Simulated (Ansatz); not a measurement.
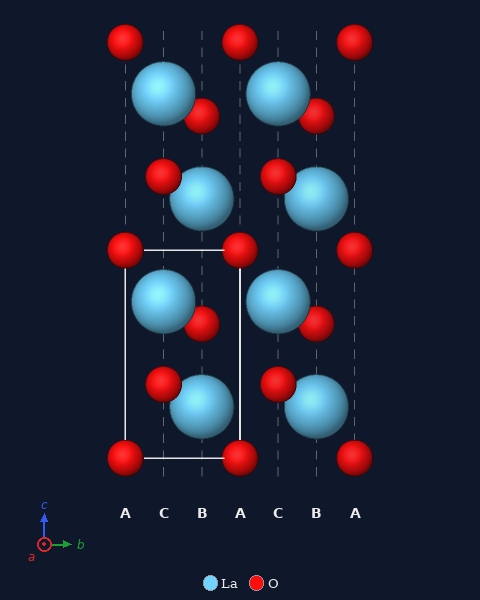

The picture looks along a close-packed row of the hexagonal mesh; c points upwards. The dashed lines mark the three columns A (0, 0), B (1/3, 2/3) and C (2/3, 1/3). The sequence starts with the first layer at or above the cell's origin.

La₂O₃: coordinates from a relaxation with Ansatz, DFT PBE, scalar-relativistic, plane waves, PAW.

### Read off the stacking sequence over one period.

O(A) – La(B) – O(C) – O(B) – La(C) (five layers in 6.19 Å).
